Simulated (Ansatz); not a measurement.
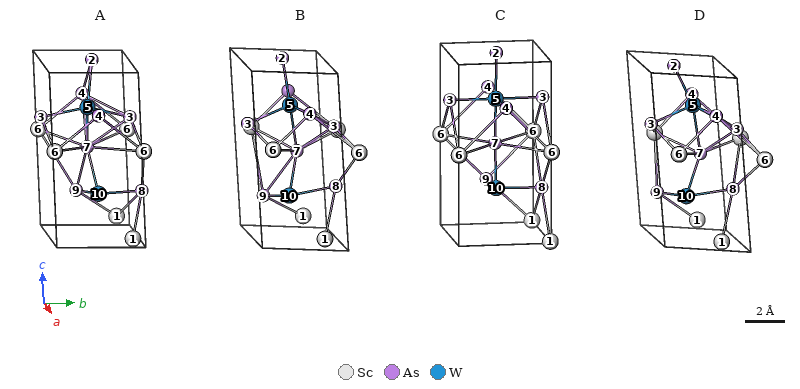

4 geometries from one relaxation of a crystal of ScAs₃W (built on the AlFe3C-221 type type), in shuffled order. A ball-and-stick model of the cell of the calculation, reduced to other axes, seen slightly off an axis. Lengths and directions refer to the drawn axes.

Case: shaken.

All numbers below come from Ansatz 0.2.0, DFT, PBEsol, plane waves, PAW. (plane-wave cutoff 420 eV; k-point mesh 2 × 4 × 4; occupations fermi dirac; smearing width 0.05 eV; no spin polarisation; cell and atoms relaxed; force threshold 0.01 eV/Å; at most 120 steps)

**Put them in the order of the run, from the start to the converged end.**

C, A, B, D. They are steps 0, 6, 12, 22, at +544 meV per atom, +164 meV per atom, +41.0 meV per atom relative to the last. The largest move relative to the cell is that of Sc1, 1.51 Å roughly along −b. By element the largest moves are Sc 1.51 Å, As 1.30 Å, W 0.59 Å. The drawn cell changes as follows: a 4.715 → 4.873 Å (+3.4 %), b 4.897 → 4.508 Å (−8.0 %), c 9.640 → 9.295 Å (−3.6 %), α 91.1° → 100.1°, β 90.4° → 91.0°, γ 90.8° → 83.6°; the volume changes by −10.2 %. Some distances before and after: As7–As8 5.753 → 3.259 Å, Sc1–As4 3.631 → 5.798 Å, Sc1–As3 3.436 → 5.320 Å, Sc6–As9 3.465 → 5.156 Å. Bonds break, among them: Sc1–As2 (3.38 → 4.50 Å), Sc1–As3 (3.44 → 5.32 Å), Sc1–As8 (3.35 → 4.63 Å), Sc6–As9 (3.47 → 5.16 Å). Among the angles between lasting bonds that change: As4–Sc1–As9 175.4° → 108.8°, Sc6–As8–W10 90.0° → 143.0°, Sc1–As4–Sc6 176.5° → 123.8°. The space group stays P1 (No. 1). The energy falls by 544 meV per atom in 21 accepted moves (22 points after the start). Largest force component: 2.4 eV/Å at the start, 0.008 eV/Å at the end. Pressure: 1.92 GPa at the start and −0.01 GPa at the end. At 1 point the geometry stayed and the basis and grid were re-selected for the new cell (energy shift of 0.1 meV per atom at most each time). Cost: 5.7 min on 2 threads of Arm Neoverse V2 (shared host), peak memory 0.68 GiB.
